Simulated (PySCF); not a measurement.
C3H11BSi2

Input

```
{"job": {"kind": "nmr", "xc": "PBE0", "basis": "pcSseg-1"}, "charge": 0, "multiplicity": 1}
B      2.288854     0.371271    -0.335738
C      1.000619     0.192171     0.459917
C      0.278965    -1.154483     0.556619
C     -1.220508    -1.022311     0.861818
Si    -1.982276     0.135587    -0.437317
Si    -0.006822     1.360773    -0.752597
H      2.964616     1.366900    -0.189595
H      2.598571    -0.429350    -1.191570
H      0.949507     0.769355     1.399786
H      0.770416    -1.765120     1.333779
H      0.422145    -1.707372    -0.388474
H     -1.362882    -0.560033     1.854549
H     -1.719956    -2.003742     0.893740
H     -2.385158    -0.598203    -1.677097
H     -3.145783     0.931280     0.059720
H      0.524147     1.316036    -2.152082
H      0.018977     2.774576    -0.277463
```

Launched as:

```sh
OMP_NUM_THREADS=1 python probes_run.py task.json out
```

Geometry: PBE0-D3(BJ)/def2-SVP.

All numbers below come from PySCF, PBE0/pcSseg-1, SCF density, gas phase, non-relativistic.

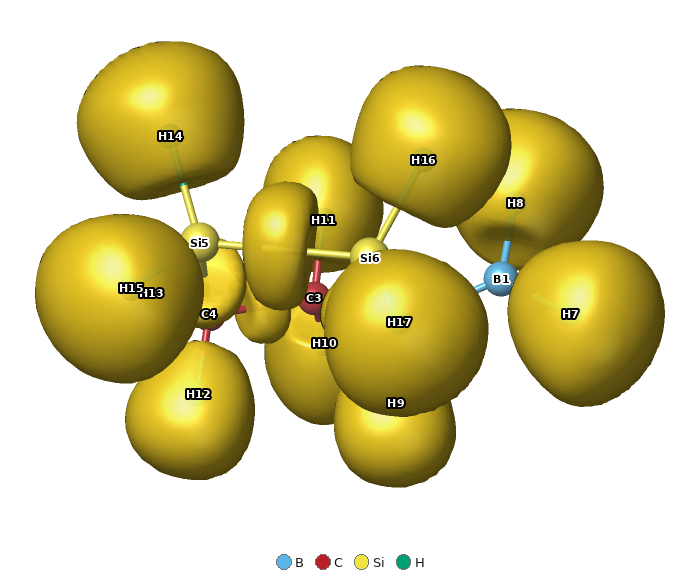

Figure 1. Isosurface of the ELF at 0.75 (yellow), seen from one side. Only the valence region is drawn (cores and ρ < 0.01 e/Å³ removed).

Q: Identify the bonds, lone pairs and shells in this picture.

A: The surface consists of one region between bonded B–C atoms (shared pairs), two regions between bonded C–C atoms (shared pairs), one region between bonded C–Si atoms (shared pairs), one region between bonded Si–Si atoms (shared pairs) and eleven regions around hydrogen nuclei. Along the contacts the grid gives the following. C–B (1.52 Å): the ELF peaks at about 0.95 between the atoms (a covalent bond). C–C (1.53 Å): the ELF peaks at about 0.95 between the atoms (a shared electron pair).

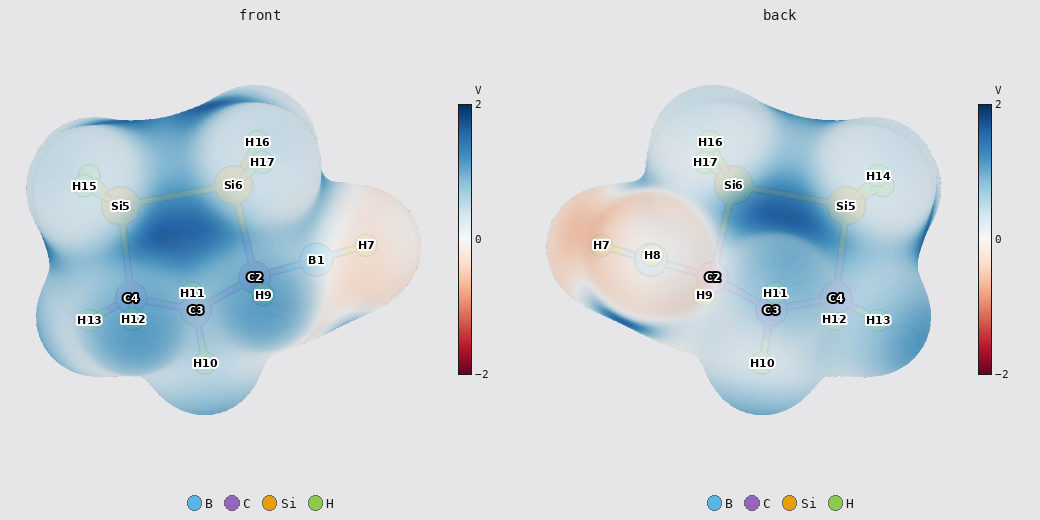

Figure 2. The electrostatic potential painted on the density surface at 0.004 e/bohr³, seen from the front and from behind; red is negative and blue positive.

Q: Describe the electrostatic potential map.

A: The most negative region (about −0.6 V) lies over H7, the most positive (about +1.6 V) over B1, Si5 and Si6.

Q: How polar is the molecule by this calculation?

A: Its dipole moment is 1.68 D.
